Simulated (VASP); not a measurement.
Energy against volume of PtAl$_{2}$ (fluorite). Method: AM05 GGA, VASP's PBE PAW potentials (set 64) (plane waves; VASP 6.6.1).

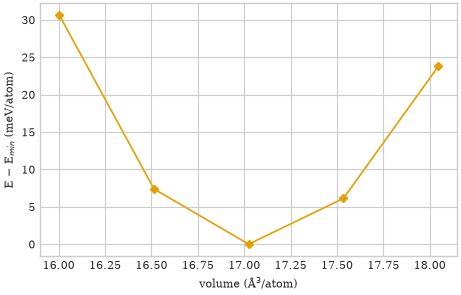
Figure. Energy against volume

Question: Estimate the equilibrium volume and the bulk modulus.

Answer: The minimum lies near 17.0 Å³/atom, and the curvature gives B0 of about 140 GPa.

The compound is PtAl2 in the fluorite structure. It was relaxed first.
